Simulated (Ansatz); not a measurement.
**CH5AlFNO: ladder of methods at one geometry, by script**

How do the methods compare on CH5AlFNO, in result and in cost? The task is a ladder of methods at one geometry, for CH5AlFNO. SMILES: N[C](O)(F)[AlH2].

Computed with Ansatz 0.2.0, driven from Python. The levels of theory stand in the script.

**1. The structure**

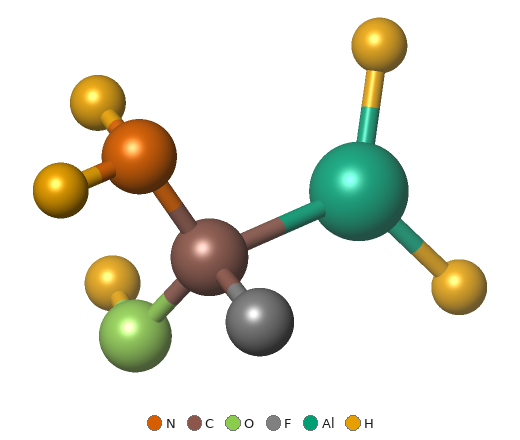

The starting structure, viewed from a chosen angle; nitrogen orange, carbon brown, oxygen green, fluorine grey, aluminium teal, hydrogen amber.

The script holds or builds the structure itself.

**2. The code**

Input file ch5alfno.py:

```python
from dataclasses import dataclass
from pathlib import Path

import ansatz as az
import numpy as np


@dataclass(frozen=True)
class RunConfig:
    basis: str = "def2-SVP"


settings = RunConfig()

GEOMETRY = """
N    -0.82970    1.10360    0.12120
C    -0.31150   -0.14960    0.47700
O    -1.10840   -1.19540   -0.06600
F    -0.22450   -0.24640    1.85250
Al    1.60560   -0.27450   -0.15560
H    -0.91990    1.23720   -0.93470
H    -1.83760    1.18310    0.46010
H    -1.01530   -1.09480   -1.04750
H     2.26140    0.96140   -0.90440
H     2.46310   -1.57580    0.20040
"""


def main() -> None:
    geometry = az.Crystal.molecule()
    for line in GEOMETRY.strip().splitlines():
        symbol, *xyz = line.split()
        geometry = geometry.atom(symbol, [float(v) for v in xyz])

    job = geometry.calculation().basis(gaussian=settings.basis)

    print("functional    E (Ha)        dipole (D)   HOMO (eV)  LUMO (eV)")
    for name in ["lda", "pbe0", "b3lyp", "cam_b3lyp", "r2scan", "blyp"]:
        data = job.functional(name).forces().orbitals().run(threads=1, runs_dir="runs").report
        lines = Path(data["orbitals_path"]).read_text().splitlines()
        field_of = lambda key: [line.split("=")[1].strip() for line in lines if line.startswith(key)]
        orbitals = [(27.211386 * float(e), s, float(n)) for e, s, n in zip(field_of("Ene="), field_of("Spin="), field_of("Occup="))]
        homo = max(e for e, _, n in orbitals if n > 0.5)
        lumo = min(e for e, _, n in orbitals if n < 0.5)
        dipole = 4.803205 * np.linalg.norm(data["charge_distribution"]["dipole_moment_e_ang"])
        print(f"{name:10s} {data['free_energy_ev'] / 27.211386246:14.6f} {dipole:9.3f} {homo:11.3f} {lumo:10.3f}")


if __name__ == "__main__":
    main()
```

**3. What the engine is handed**

The package turns the script's settings into the engine's input (first run):

```yaml
crystal:
  periodic: [false, false, false]
  atoms:
    - { symbol: "N", position_ang: [-0.8297, 1.1036, 0.1212] }
    - { symbol: C, position_ang: [-0.3115, -0.1496, 0.477] }
    - { symbol: O, position_ang: [-1.1084, -1.1954, -0.066] }
    - { symbol: F, position_ang: [-0.2245, -0.2464, 1.8525] }
    - { symbol: Al, position_ang: [1.6056, -0.2745, -0.1556] }
    - { symbol: H, position_ang: [-0.9199, 1.2372, -0.9347] }
    - { symbol: H, position_ang: [-1.8376, 1.1831, 0.4601] }
    - { symbol: H, position_ang: [-1.0153, -1.0948, -1.0475] }
    - { symbol: H, position_ang: [2.2614, 0.9614, -0.9044] }
    - { symbol: H, position_ang: [2.4631, -1.5758, 0.2004] }
basis:
  gaussian:
    orbitals: def2-SVP
hamiltonian:
  xc: lda
output:
  orbitals: {}
  forces: true
```

**4. The run**

On the command line:

```sh
$ python ch5alfno.py
```

Output:

```text
functional    E (Ha)        dipole (D)   HOMO (eV)  LUMO (eV)
lda           -509.981684     3.173      -5.636     -2.736
pbe0          -512.629507     3.235      -6.948     -1.758
b3lyp         -513.050535     3.170      -6.710     -1.963
cam_b3lyp     -512.937986     3.250      -8.308     -0.817
r2scan        -512.864748     3.180      -5.825     -2.224
blyp          -512.966617     2.991      -5.400     -2.360
```

It took 27 s on 1 thread of Arm Neoverse V1, shared host; peak memory 0.29 GiB.

**5. What changed from run to run**

The engine's inputs for some of the other runs:

Run 2, against run 1:

```diff
@@ -18 +18 @@
-  xc: lda
+  xc: pbe0
```

Run 4, against run 1:

```diff
@@ -18 +18 @@
-  xc: lda
+  xc: cam_b3lyp
```

Run 6, against run 1:

```diff
@@ -18 +18 @@
-  xc: lda
+  xc: blyp
```

Lines on the test bed's own set-up are left out of the output.

**6. The runs side by side**

One row for each of the 6 runs:

```
run  functional  energy (eV)  SCF cycles  CPU time (s)
  1         lda  -13877.3086          20           2.1
  2        pbe0  -13949.3595          19           4.5
  3       b3lyp  -13960.8163          19           4.4
  4   cam_b3lyp  -13957.7537          19           5.3
  5      r2scan  -13955.7608          20           6.7
  6        blyp  -13958.5327          20           3.5
```

Totals hang on method, basis and potentials, so only like runs compare.

The fields below are those of run 1.

**7. Orbitals and fields**

The fields below are evaluated on a grid from the run's orbitals.

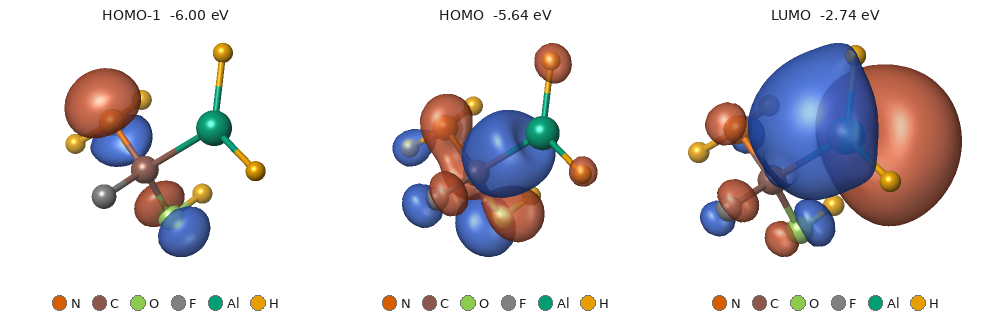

Frontier orbitals at LDA/def2-SVP; each surface holds 70 % of the orbital's density, blue and red mark the sign.

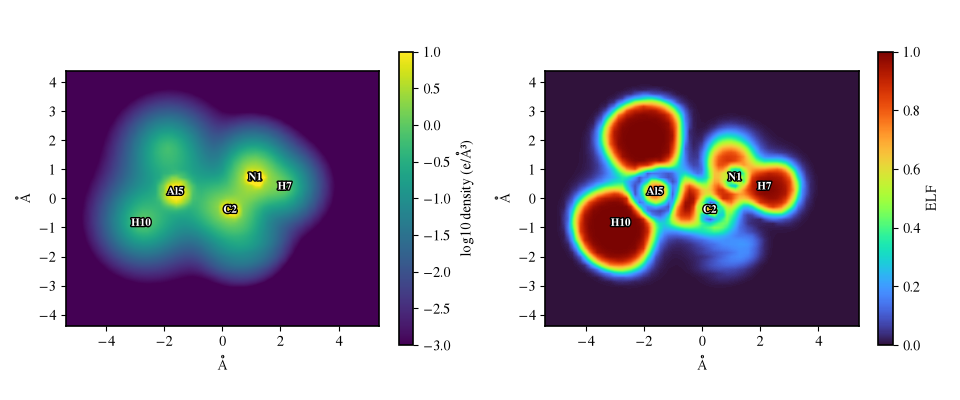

Density (left) and ELF (right) in a plane through or near 5 of the atoms.

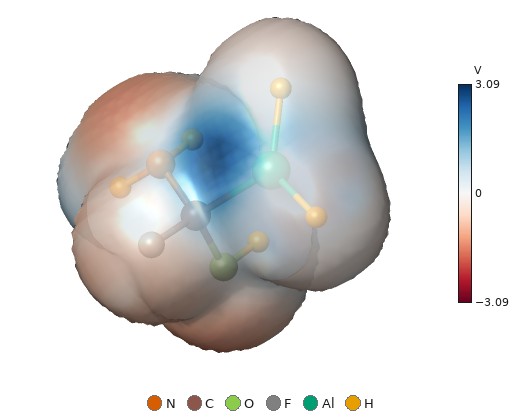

Electrostatic potential on the surface of density 0.002 e/bohr³; red is low, blue high. It runs, from the 1st to the 99th percentile, from -1.42 V near O3 to 3.09 V near Al5.

**8. Results**

| quantity | value |
| --- | --- |
| runs compared | 6 |
| HOMO-LUMO gap of the mean field (LDA/def2-SVP) | 2.90 eV |

All 6 runs converged, in 19 to 20 cycles. The geometry is a force-field or estimated start, not a minimum of this method, and the basis set is short of its limit. A lower total doesn't mark the better method: functionals have no common bound, and MP2 and coupled cluster aren't variational. b3lyp holds the VWN-RPA fit, as in Gaussian; the form of ORCA and Turbomole is b3lyp5. Levels such as HOMO and LUMO are orbital energies: with these approximate functionals they aren't the ionisation energy and electron affinity, and their gap isn't the fundamental gap.
